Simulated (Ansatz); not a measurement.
**WH3Cl2OF: molecular dynamics**

The run: molecular dynamics of WH3Cl2OF. Method and program: RKS B3LYP/def2-SVP (Ansatz 0.2.0).

One setting was made poor on purpose. It belongs to a series of runs on one base structure; here: an input spoilt on purpose.

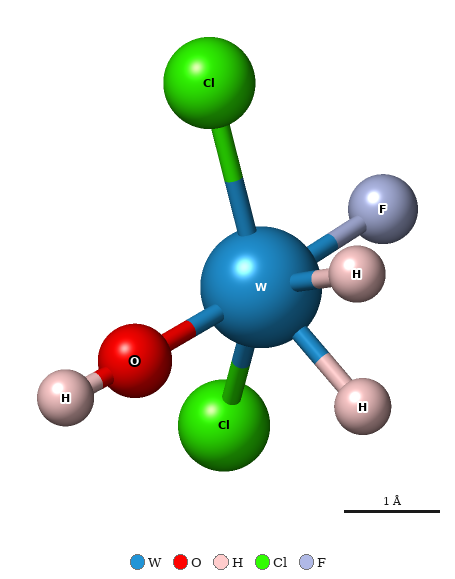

Figure 1. The starting structure (ball-and-stick view, seen at a tilt). Sticks mark near contacts. Bond lengths as drawn: Cl–W 2.36 Å, F–W 1.85 Å, H–O 0.96 Å, H–W 1.68 Å and O–W 1.83 Å.

### Input file
```yaml
crystal:
  periodic: [false, false, false]
  atoms:
    - { symbol: W, position_ang: [-0.277305, -0.217954, -0.021975] }
    - { symbol: O, position_ang: [-0.437688, -0.25592, 1.798072] }
    - { symbol: H, position_ang: [-0.554861, -0.307872, 2.752942] }
    - { symbol: H, position_ang: [1.353941, 0.175812, 0.058419] }
    - { symbol: H, position_ang: [0.148689, 1.407176, -0.022041] }
    - { symbol: Cl, position_ang: [-2.373446, 0.837307, -0.26619] }
    - { symbol: Cl, position_ang: [0.741896, -2.345612, -0.058445] }
    - { symbol: F, position_ang: [-0.180726, -0.244336, -1.873683] }
basis:
  gaussian: { orbitals: def2-SVP }
hamiltonian:
  xc: b3lyp
md:
  timestep: 1.0
  n_steps: 25
  ensemble: nvt_langevin
  temperature: 500.0
  initial_velocities: maxwell_boltzmann
  seed: 72014
  temperature_schedule: [{ n_steps: 500, end_temperature: 100.0 }]
```

Machine: 4 threads of Arm Neoverse V1, 24 GiB of memory available, shared host.

Launch command:
```bash
ansatz run input.yaml --threads 4 --pin off --max-ram 5120MiB --backend cpu --events-out ev --progress --plain --runs-dir out
```

### What the program printed
```
Error: invalid value for `md.temperature_schedule`: takes 500 steps (the sum of its n_steps), more than the run's md.n_steps: 25 — raise that, or shorten the schedule
```

### Outcome

```json
{"quantity": "outcome", "value": "refused by the program"}
```

The program refused the input: “invalid value for `md.temperature_schedule`: takes 500 steps (the sum of its n_steps), more than the run's md.n_steps: 25 — raise that, or shorten the schedule” A deliberately poor setting: bad input.
